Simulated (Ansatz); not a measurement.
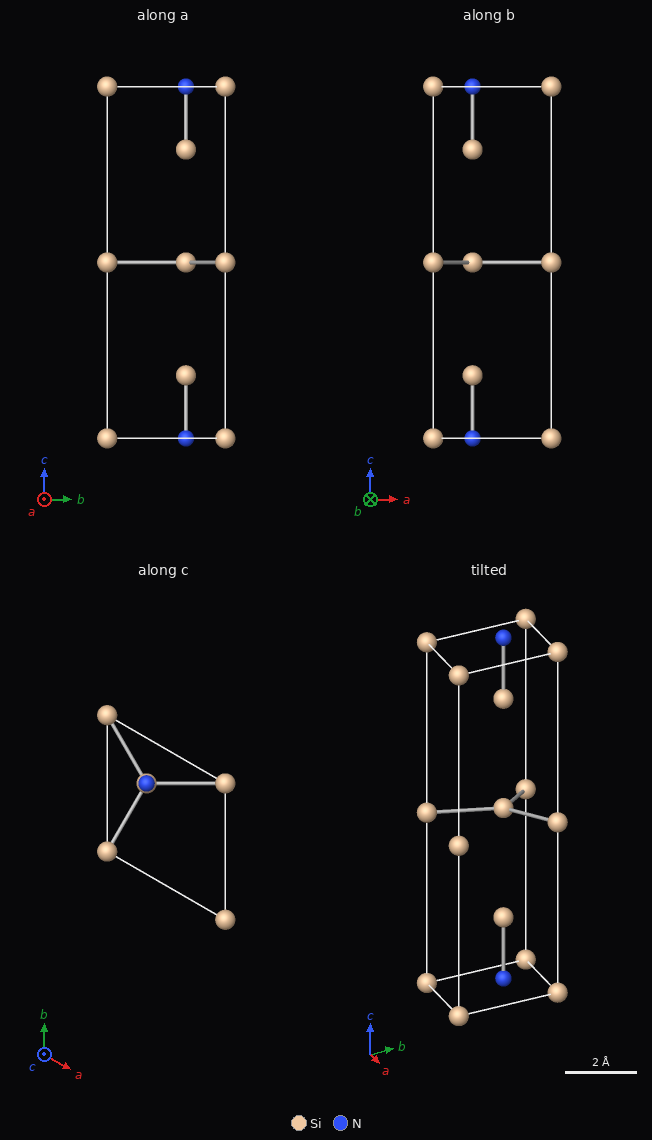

Ball-and-stick drawing of the structure, looking along the a axis, along the b axis, along the c axis and slightly off an axis. Lines trace the edges of the conventional unit cell.

Lattice parameters: a = 3.865 Å, b = 3.865 Å, c = 9.970 Å, α = 90.00°, β = 90.00°, γ = 120.00°.

### Convert the drawing into a table of Wyckoff sites, with free fractional coordinates to two decimals.

Space group P-6m2 (No. 187).
```tsv
atom	site	x	y	z
Si	1a	0.00	0.00	0.00
Si	2h	0.3333	0.6667	0.82
Si	1d	0.3333	0.6667	0.50
Si	1b	0.00	0.00	0.50
N	1c	0.3333	0.6667	0.00
```

The structure was taken from a random cell made by a generator, so it need not be a real form of the compound. Cell shown after relaxation with DFT PBE, scalar-relativistic, plane waves, PAW in Ansatz.
